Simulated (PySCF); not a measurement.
# SCl2O2 (sulfuryl chloride) at 5 levels

Aim: a comparison of 5 runs (HF/def2-SVP, B2PLYP/3-21G, B3LYP/6-31G*, PBE/6-311G**) of SCl2O2 (sulfuryl chloride). The job is set up through a Python script.

Program for the calculation: PySCF 2.14.0.

## (1) The system as given

SCl2O2: 5 atoms, total charge 0, spin state singlet. As SMILES, `O=S(=O)(Cl)Cl`. Geometry: relaxed at PBE0-D4/def2-TZVP.

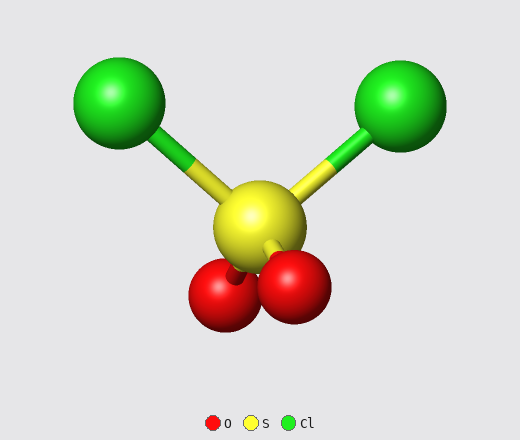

Viewed from a chosen angle; oxygen red, sulfur yellow, chlorine green.

## (2) Energy and forces at HF/def2-SVP (run 1)

Input file run.py:

```python
# O=S(=O)(Cl)Cl
import pyscf.grad
from pyscf import gto, scf

mol = gto.M(
    atom='''
O      1.636692     0.567485    -2.355733
S     -0.129446     0.239617    -0.373788
O     -2.611035     1.235314    -0.455424
Cl    -0.396087    -3.486923     0.339962
Cl     1.499876     1.444507     2.845172
''',
    charge=0,
    unit='bohr',
    basis='def2-svp',
    max_memory=1860,
    verbose=4,
)

mf = scf.RHF(mol)
mf.conv_tol = 1e-10
mf.kernel()
if not mf.converged:
    mf = mf.newton().run(mf.mo_coeff, mf.mo_occ)

e_final = mf.e_tot
print('E = %.10f Eh' % e_final)
grad = mf.Gradients().kernel()
mf.analyze()
```

Command:

```bash
$ OMP_NUM_THREADS=1 python run.py
```

Standard output:

```text
PySCF version 2.14.0

[... 61 lines left out ...]
converged SCF energy = -1465.58371120274
[... 25 lines left out ...]
MO #5   energy= -20.6110370701181  occ= 2
[... 10 lines left out ...]
MO #16  energy= -6.96095510597698  occ= 2
[... 10 lines left out ...]
MO #27  energy= -0.578636984279255 occ= 2
[... 10 lines left out ...]
MO #38  energy= 0.500113942062458  occ= 0
[... 10 lines left out ...]
MO #49  energy= 0.963783447216452  occ= 0
[... 10 lines left out ...]
MO #60  energy= 1.14379465701636   occ= 0
[... 10 lines left out ...]
MO #71  energy= 1.68147690554263   occ= 0
[... 10 lines left out ...]
MO #82  energy= 3.80853219245383   occ= 0
[... 90 lines left out ...]
Dipole moment(X, Y, Z, Debye):  0.64230, -1.18776,  1.85089
```

It took 9.6 s on 1 thread of Intel Xeon at 2.50GHz (Skylake/Cascade Lake), shared host; peak memory 0.16 GiB.

## (3) A single-point energy at B2PLYP/3-21G (run 2)

Input file input.py:

```python
from pyscf import gto, dft, mp

mol = gto.Mole()
mol.atom = '''
O      0.866100     0.300300    -1.246600
S     -0.068500     0.126800    -0.197800
O     -1.381700     0.653700    -0.241000
Cl    -0.209600    -1.845200     0.179900
Cl     0.793700     0.764400     1.505600
'''
mol.spin = 0
mol.verbose = 4
mol.max_memory = 1860
mol.basis = '3-21g'
mol.build()

myscf = dft.RKS(mol)
myscf.xc = '0.53*HF + 0.47*B88, 0.73*LYP'
myscf.conv_tol = 1e-10
myscf.grids.level = 5
myscf.kernel()
if not myscf.converged:
    myscf = myscf.newton().run(myscf.mo_coeff, myscf.mo_occ)

pt = mp.MP2(myscf, frozen=17).run()
e_tot = myscf.e_tot + 0.27 * pt.e_corr
print('PT2 part  %.8f' % (0.27 * pt.e_corr))
print('E = %.10f Eh' % e_tot)
myscf.analyze()
```

Command:

```bash
$ OMP_NUM_THREADS=1 python input.py
```

Standard output:

```text
PySCF version 2.14.0

[... 97 lines left out ...]
MO #1   energy= -102.258590087635  occ= 2
[... 7 lines left out ...]
MO #9   energy= -7.56532269149814  occ= 2
[... 7 lines left out ...]
MO #17  energy= -6.50795293597579  occ= 2
[... 7 lines left out ...]
MO #25  energy= -0.605389194651173 occ= 2
[... 7 lines left out ...]
MO #33  energy= -0.4266797355284   occ= 2
[... 7 lines left out ...]
MO #41  energy= 0.562167812310315  occ= 0
[... 7 lines left out ...]
MO #49  energy= 0.807081049102583  occ= 0
[... 7 lines left out ...]
MO #57  energy= 3.03660445559856   occ= 0
[... 65 lines left out ...]
Dipole moment(X, Y, Z, Debye):  0.32305, -0.59745,  0.93057
```

It took 23 s on 1 thread of Intel Xeon at 2.50GHz (Skylake/Cascade Lake), shared host; peak memory 0.33 GiB.

Runs 3 to 4 aren't shown in full; the table further down has their settings and results.

## (4) Energy and forces at PBE/6-311G(d,p) (run 5)

Input file start.xyz:

```xyz
5
Cl2O2S
O      0.866100     0.300300    -1.246600
S     -0.068500     0.126800    -0.197800
O     -1.381700     0.653700    -0.241000
Cl    -0.209600    -1.845200     0.179900
Cl     0.793700     0.764400     1.505600
```

Input file run.py:

```python
import pyscf.grad
from pyscf import gto, dft

mol = gto.Mole()
mol.atom = 'start.xyz'
mol.basis = '6-311g**'
mol.max_memory = 1860
mol.verbose = 4
mol.build()

mf = dft.RKS(mol)
mf.xc = 'pbe'
mf.grids.level = 5
mf.conv_tol = 1e-10
mf.kernel()
if not mf.converged:
    mf = mf.newton().run(mf.mo_coeff, mf.mo_occ)

e_final = mf.e_tot
print('Final energy', e_final)
grad = mf.Gradients().kernel()
dip = mf.dip_moment()
pop, q = mf.mulliken_pop()
```

Command:

```bash
$ OMP_NUM_THREADS=1 python run.py
```

Standard output:

```text
PySCF version 2.14.0

[... 80 lines left out ...]
converged SCF energy = -1468.34745979628
Final energy -1468.34745979628
[... 12 lines left out ...]
Dipole moment(X, Y, Z, Debye):  0.38406, -0.71016,  1.10626
[... 120 lines left out ...]
charge of    4Cl =     -0.07861
```

Wall time 65 s (1 thread of Intel Xeon at 2.50GHz (Skylake/Cascade Lake), shared host); peak memory 1.2 GiB.

## (5) Overview of the runs

```tsv
run	level	task	frozen core orbitals	energy (Eh)	dipole moment (D)	HOMO energy (eV)	LUMO energy (eV)	wall time
1	HF/def2-SVP	gradient	–	-1465.583711	2.29	-13.70	1.10	9.6 s
2	B2PLYP/3-21G	energy	17	-1460.826053	1.15	-11.61	-2.67	23 s
3	B3LYP/6-31G* (spherical functions)	gradient	–	-1468.923893	1.48	-9.52	-3.32	61 s
4	B3LYP/6-31G* (Cartesian functions)	gradient	–	-1468.936511	1.48	-9.53	-3.32	62 s
5	PBE/6-311G**	gradient	–	-1468.347460	1.37	-8.45	-4.18	65 s
```

## (6) What came out

| quantity | value |
| --- | --- |
| run 5: total energy | -1468.34746 Eh |
| run 5: dipole moment | 1.37 D |
| run 5: HOMO energy | -8.45 eV |
| run 5: LUMO energy | -4.18 eV |
| run 5: HOMO–LUMO gap | 4.27 eV |
| run 5: largest force on an atom | 2.636 eV/Å |

What this shows: The dipole moment (its size) runs from 1.15 D (B2PLYP/3-21G) to 2.29 D (HF/def2-SVP). The two ends differ in method and basis. A double hybrid's value is that of its SCF part. The HOMO–LUMO gap runs from 4.27 eV (PBE/6-311G**) to 14.80 eV (HF/def2-SVP). Totals of different functionals can't be ranked against each other. All runs together took 3.7 min, the longest 65 s.
